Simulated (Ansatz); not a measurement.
**doublet CH5AsSi+ at 6 levels**

Aim: a comparison of 6 runs (UHF/def2-SVP, UB3LYP/6-31G*, UPBE/def2-SVP, UPBE0/def2-SVP, USVWN5/def2-SVP, RPA@PBE0/def2-SVP) of doublet CH5AsSi+. 

The calculation is run with Ansatz 0.2.0.

78 further runs of the same task are left out: 78 set aside as unsound or not needed.

## 1. The structure to begin with

CH5AsSi+ has 8 atoms, charge +1, and is taken as a doublet. As SMILES of the parent species, `C1[SiH2][AsH]1`. Geometry: relaxed at PBE0-D4/def2-TZVP. That shape belongs to the parent species and isn't relaxed for this state.

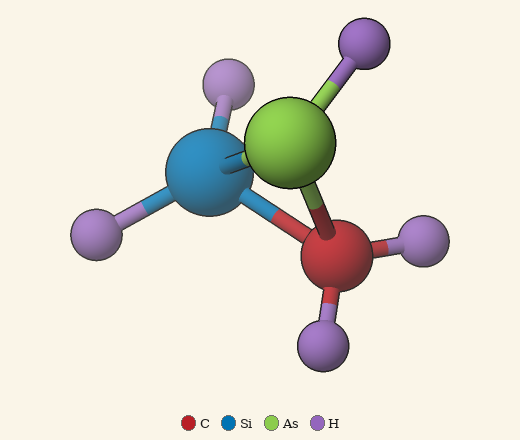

The structure, seen from a chosen angle (carbon red, silicon blue, arsenic green, hydrogen purple).

## 2. A single-point energy at UHF/def2-SVP (run 1)

Input file in.yaml:

```yaml
crystal:
  periodic: [false, false, false]
  atoms:
    - {symbol: C, position_ang: [-0.770300, 0.017900, -0.576000]}
    - {symbol: Si, position_ang: [0.707800, 0.663100, 0.315700]}
    - {symbol: As, position_ang: [-0.538100, -1.122700, 1.107200]}
    - {symbol: H, position_ang: [-0.667200, -0.524000, -1.509300]}
    - {symbol: H, position_ang: [-1.690700, 0.591800, -0.522300]}
    - {symbol: H, position_ang: [0.581300, 1.973900, 0.990500]}
    - {symbol: H, position_ang: [2.040800, 0.422300, -0.277100]}
    - {symbol: H, position_ang: [0.428400, -2.079400, 0.415600]}
basis:
  gaussian:
    orbitals: def2-SVP
output: {orbitals: {seedname: orbitals}}
total_charge: 1
magnetization:
  spin_polarized: true
  initial_magnetization: 1
accuracy: high
hamiltonian:
  xc: hf
```

Started as:

```
$ ansatz run in.yaml --threads 1 --pin off --max-ram 3480MiB --events-out events.jsonl --progress --plain --runs-dir runs
```

The log of the run:

```text
Warning: RAYON_NUM_THREADS=1 ignored (pool sized by the plan → 1); use --threads N
Functional definition: HF
  name "HF"
  exchange = exact_x
  correlation = 0
1915 factors; integrals over basis functions are off by at most 4.3e-9 eV
mean field evaluation 1: about -69743.8772 eV, gradient 2.5e1 eV
mean field evaluation 2: about -69743.9365 eV, gradient 2.5e1 eV
mean field evaluation 4: about -69747.5979 eV, gradient 2.4e0 eV
mean field evaluation 8: about -69747.6823 eV, gradient 1.8e-1 eV
mean field evaluation 16: about -69747.6858 eV, gradient 1.4e-8 eV
mean field evaluation 32: about -69746.8491 eV, gradient 3.0e0 eV
mean field evaluation 64: about -69747.1330 eV, gradient 4.8e-1 eV
mean field evaluation 96: about -69747.6841 eV, gradient 8.5e-2 eV
mean field -69747.68576352 eV, -2563.1801751299 hartree, gradient 2.3e-8 eV, S^2 0.775978; 3 other end points of the search recorded, 0 dependent functions left out
reference -69747.68576352 eV, -2563.1801751299 hartree; 29, 28 occupied and 60, 61 virtual orbitals, 1915 factors
Total energy: -69747.68576352 eV, -2563.1801751299 hartree
```

It took 9.9 s on 1 thread of Arm Neoverse V1, shared host; peak memory 0.36 GiB.

## 3. A single-point energy at UB3LYP/6-31G(d) (spherical functions) (run 2)

Input file input.yaml:

```yaml
crystal:
  periodic: [false, false, false]
  atoms:
    - {symbol: C, position_ang: [-0.770300, 0.017900, -0.576000]}
    - {symbol: Si, position_ang: [0.707800, 0.663100, 0.315700]}
    - {symbol: As, position_ang: [-0.538100, -1.122700, 1.107200]}
    - {symbol: H, position_ang: [-0.667200, -0.524000, -1.509300]}
    - {symbol: H, position_ang: [-1.690700, 0.591800, -0.522300]}
    - {symbol: H, position_ang: [0.581300, 1.973900, 0.990500]}
    - {symbol: H, position_ang: [2.040800, 0.422300, -0.277100]}
    - {symbol: H, position_ang: [0.428400, -2.079400, 0.415600]}
basis:
  gaussian: {orbitals: 6-31G_st_-spherical.json}
magnetization: {spin_polarized: true, initial_magnetization: 1}
hamiltonian: {xc: {name: B3LYP}}
output: {orbitals: {seedname: orbitals}}
accuracy: high
total_charge: 1
```

The basis set 6-31G* is read from a file made from the Basis Set Exchange's data (not shown).

Started as:

```
$ ansatz run input.yaml --threads 1 --pin off --max-ram 3480MiB --events-out events.jsonl --progress --plain --runs-dir runs
```

The log of the run:

```text
Warning: RAYON_NUM_THREADS=1 ignored (pool sized by the plan → 1); use --threads N
Functional definition: B3LYP
  name "B3LYP"
  parameter a0 = 0.2
  parameter ax = 0.72
  parameter ac = 0.81
  exchange = (1 - a0 - ax)*slater_x + ax*b88_x + a0*exact_x
  correlation = (1 - ac)*vwn_rpa_c + ac*lyp_c
1638 factors; integrals over basis functions are off by at most 4.6e-9 eV
mean field evaluation 1: about -69809.4135 eV, gradient 4.7e1 eV
mean field evaluation 2: about -69783.7871 eV, gradient 7.1e1 eV
mean field evaluation 4: about -69820.7309 eV, gradient 6.3e0 eV
mean field evaluation 8: about -69821.0852 eV, gradient 1.9e-1 eV
mean field evaluation 16: about -69821.0859 eV, gradient 2.5e-3 eV
mean field evaluation 32: about -69821.0859 eV, gradient 5.3e-8 eV
mean field -69821.08586608 eV, -2565.8775791466 hartree, gradient 5.3e-8 eV, S^2 0.754026; 2 other end points of the search recorded, 0 dependent functions left out
reference -69821.08590344 eV, -2565.8775805196 hartree; 29, 28 occupied and 45, 46 virtual orbitals, 1638 factors
Total energy: -69821.08590344 eV, -2565.8775805196 hartree
```

Run time: 17 s. Hardware: 1 thread of Arm Neoverse V1, shared host; peak memory 0.37 GiB.

Run 3 isn't shown in full; the table further down has it.

## 4. The energy at UPBE0/def2-SVP (run 4)

Input file job.yaml:

```yaml
crystal:
  periodic: [false, false, false]
  atoms:
    - {symbol: C, position_ang: [-0.770300, 0.017900, -0.576000]}
    - {symbol: Si, position_ang: [0.707800, 0.663100, 0.315700]}
    - {symbol: As, position_ang: [-0.538100, -1.122700, 1.107200]}
    - {symbol: H, position_ang: [-0.667200, -0.524000, -1.509300]}
    - {symbol: H, position_ang: [-1.690700, 0.591800, -0.522300]}
    - {symbol: H, position_ang: [0.581300, 1.973900, 0.990500]}
    - {symbol: H, position_ang: [2.040800, 0.422300, -0.277100]}
    - {symbol: H, position_ang: [0.428400, -2.079400, 0.415600]}
basis:
  gaussian: {orbitals: def2-SVP}
total_charge: 1
magnetization: {spin_polarized: true, initial_magnetization: 1}
hamiltonian: {xc: pbe0}
accuracy: high
output: {orbitals: {seedname: orbitals}}
```

Started as:

```
$ ansatz run job.yaml --threads 1 --pin off --max-ram 3480MiB --events-out events.jsonl --progress --plain --runs-dir runs
```

The log of the run:

```text
Warning: RAYON_NUM_THREADS=1 ignored (pool sized by the plan → 1); use --threads N
Functional definition: PBE0
  name "PBE0"
  parameter a = 0.25
  parameter kappa = 0.804
  parameter beta = 0.06672455060314922
  exchange = (1 - a)*pbe_x(kappa = kappa, mu = beta*pi^2/3) + a*exact_x
  correlation = pbe_c(beta = beta)
1915 factors; integrals over basis functions are off by at most 4.3e-9 eV
mean field evaluation 1: about -69793.8350 eV, gradient 4.6e1 eV
mean field evaluation 2: about -69771.5321 eV, gradient 6.8e1 eV
mean field evaluation 4: about -69804.6634 eV, gradient 5.3e0 eV
mean field evaluation 8: about -69804.9390 eV, gradient 2.1e-1 eV
mean field evaluation 16: about -69804.9417 eV, gradient 1.3e-2 eV
mean field evaluation 32: about -69804.9418 eV, gradient 3.1e-7 eV
mean field -69804.94175283 eV, -2565.2842939274 hartree, gradient 8.3e-8 eV, S^2 0.756298; 2 other end points of the search recorded, 0 dependent functions left out
reference -69804.94175524 eV, -2565.2842940160 hartree; 29, 28 occupied and 60, 61 virtual orbitals, 1915 factors
Total energy: -69804.94175524 eV, -2565.2842940160 hartree
```

Run time: 21 s. Hardware: 1 thread of Arm Neoverse V1, shared host; peak memory 0.46 GiB.

Run 5 isn't shown in full; the table further down has it.

## 5. A single-point energy at RPA@PBE0/def2-SVP (run 6)

in.yaml: that of step 2 with these lines changed.

```diff
@@ -14,3 +14,2 @@
     orbitals: def2-SVP
-output: {orbitals: {seedname: orbitals}}
 total_charge: 1
@@ -19,4 +18,7 @@
   initial_magnetization: 1
+hamiltonian:
+  xc: {name: PBE0}
+correlation:
+  method: rpa
+  frozen_orbitals: {As: 9, C: 1, H: 0, Si: 5}
 accuracy: high
-hamiltonian:
-  xc: hf
```

Started as:

```
$ ansatz run in.yaml --threads 1 --pin off --max-ram 3480MiB --events-out events.jsonl --progress --plain --runs-dir runs
```

The log of the run, cut to the lines that bear on the results:

```text
Warning: RAYON_NUM_THREADS=1 ignored (pool sized by the plan → 1); use --threads N
[... 2 set-up lines as earlier in the session ...]
[...]
1915 factors; integrals over basis functions are off by at most 4.3e-9 eV
[...]
mean field -69804.94175283 eV, -2565.2842939274 hartree, gradient 6.5e-8 eV, S^2 0.756298; 4 other end points of the search recorded, 0 dependent functions left out
15 core orbitals not correlated: weight in the atoms' cores, before any rotation towards them, 1.000 or more for the frozen orbitals, at most 0.000 for the correlated occupied ones
reference -69747.08694736 eV, -2563.1581690419 hartree; 14, 13 occupied and 60, 61 virtual orbitals, 1915 factors
Total energy: -69765.59101582 eV, -2563.8381810153 hartree
```

Run time: 40 s. Hardware: 1 thread of Arm Neoverse V1, shared host; peak memory 0.62 GiB.

## 6. The series

```tsv
run	level	frozen core orbitals	energy (Eh)	HOMO energy (eV)	LUMO energy (eV)	⟨S²⟩	wall time
1	UHF/def2-SVP	–	-2563.180175	-16.07	-7.24	0.776	9.9 s
2	UB3LYP/6-31G* (spherical functions)	–	-2565.877581	-13.35	-11.22	0.754	17 s
3	UPBE/def2-SVP	–	-2565.183993	-12.62	-11.91	0.753	13 s
4	UPBE0/def2-SVP	–	-2565.284294	-13.71	-11.06	0.756	21 s
5	USVWN5/def2-SVP	–	-2560.894214	-12.74	-12.21	0.751	6.3 s
6	RPA@PBE0/def2-SVP	15	-2563.838181	–	–	0.756	40 s
```

## 7. Outcome

| quantity | value |
| --- | --- |
| run 6: total energy | -2563.83818 Eh |
| run 6: RPA correlation energy (valence) | -680.0 mEh |
| run 6: ⟨S²⟩ of the reference determinant | 0.756 |

What this shows: Totals of different functionals can't be ranked against each other. All runs together took 1.8 min, the longest 40 s.
